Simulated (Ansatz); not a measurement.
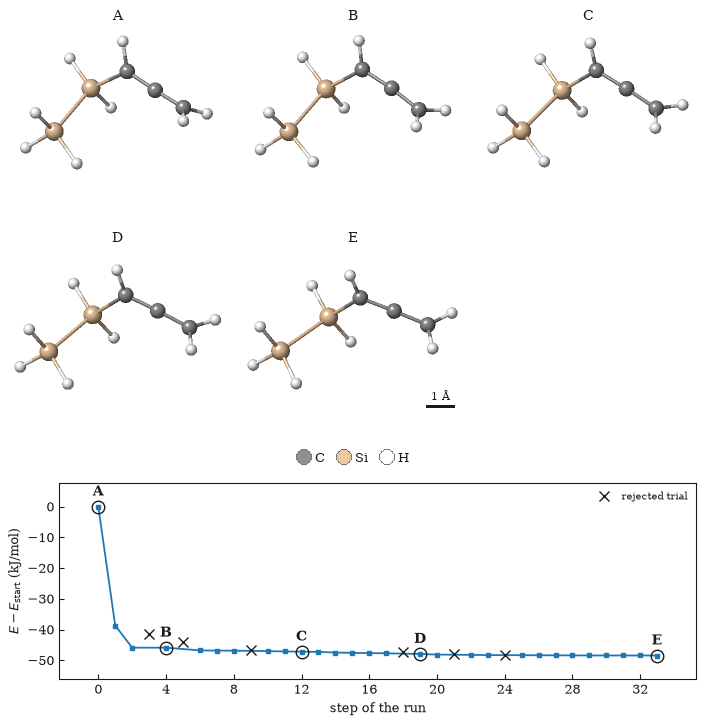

Frames of a relaxation of C₃H₈Si₂ (coarse preliminary run), marked on the history of the run. The picture is a ball-and-stick view, seen at a tilt.

The start comes from a force field.

Level of theory: RKS PBE-D4/def2-SVP (Ansatz).

Input
```yaml
crystal:
  periodic: [false, false, false]
  atoms:
    - {symbol: C, position_ang: [-1.391700, -0.437900, 2.326300]}
    - {symbol: C, position_ang: [-0.398400, -0.607300, 1.574400]}
    - {symbol: C, position_ang: [0.626700, -0.815500, 0.835400]}
    - {symbol: Si, position_ang: [0.650400, -0.754600, -0.969400]}
    - {symbol: Si, position_ang: [0.381200, 1.400700, -1.739400]}
    - {symbol: H, position_ang: [-2.178000, -1.157300, 2.463500]}
    - {symbol: H, position_ang: [-1.561300, 0.564500, 2.808900]}
    - {symbol: H, position_ang: [1.651200, -1.036500, 1.298100]}
    - {symbol: H, position_ang: [-0.558000, -1.573200, -1.414800]}
    - {symbol: H, position_ang: [1.822500, -1.369400, -1.491200]}
    - {symbol: H, position_ang: [-0.882400, 2.043600, -1.203800]}
    - {symbol: H, position_ang: [1.552800, 2.237700, -1.247200]}
    - {symbol: H, position_ang: [0.305400, 1.470400, -3.225900]}
basis:
  gaussian: {orbitals: def2-SVP}
hamiltonian: {xc: pbe, dispersion: d4}
relax: {f_tol: 0.03, max_steps: 200}
```

Launched with:
```bash
ansatz run in.yaml --threads 4 --pin off --events-out ev --progress --plain --max-ram 10444MiB
```

What happens along the run?

Answer. After 27 accepted moves (33 points after the start) the energy has fallen by 48.4 kJ/mol. The largest force component goes from 3.5 to 0.028 eV/Å. The line search rejected the trial steps at points 3, 5, 9, 18, 21, 24 of the run. The forces were under the threshold at step 7, but the run went on from there. The atom that moves furthest after the best rigid fit is H6 (0.89 Å). Largest moves by element: H 0.89 Å, C 0.41 Å, Si 0.33 Å. Among the contacts that change: Si4–H10 1.423 → 1.508 Å, C3–Si4 1.806 → 1.885 Å, C1–C2 1.257 → 1.317 Å, Si4–Si5 2.304 → 2.356 Å. Among the angles between lasting bonds that change: Si4–C3–H8 113.5° → 118.7°, C3–Si4–H9 105.3° → 109.2°, C2–C3–Si4 125.6° → 122.3°. Groups turn about C3–Si4 by about 35°. From step 0 to 4: H7 moves most (0.22 Å), energy −45.9 kJ/mol. From step 4 to 12: H8 moves most (0.25 Å), energy −1.30 kJ/mol. From step 12 to 19: H atoms move most (0.27 Å), energy −0.75 kJ/mol. From step 19 to 33: H atoms move most (0.28 Å), energy −0.49 kJ/mol.

```
step  E − E(0), kJ/mol  largest force component, eV/Å      note
   0              0.00                         3.4527          
   1            -38.68                         1.0253          
   2            -45.89                         0.1797          
   3            -41.31                         0.4229  rejected
   4            -45.90                         0.3313          
   5            -44.16                         0.4508  rejected
   6            -46.78                         0.0332          
   7            -46.85                         0.0095          
   8            -46.86                         0.0696          
   9            -46.81                         0.1639  rejected
  10            -47.02                         0.0475          
  11            -47.12                         0.0488          
  12            -47.20                         0.1297          
  14            -47.47                         0.1626          
  15            -47.59                         0.1914          
  16            -47.66                         0.2324          
  17            -47.73                         0.2133          
  18            -47.38                         0.2444  rejected
  20            -48.15                         0.0530          
  21            -48.09                         0.0896  rejected
  22            -48.24                         0.0475          
  23            -48.30                         0.0779          
  25            -48.34                         0.0756          
  26            -48.36                         0.0640          
  27            -48.39                         0.0633          
  28            -48.41                         0.0601          
  29            -48.42                         0.0643          
  31            -48.44                         0.0456          
  32            -48.44                         0.0331          
  33            -48.44                         0.0283
```
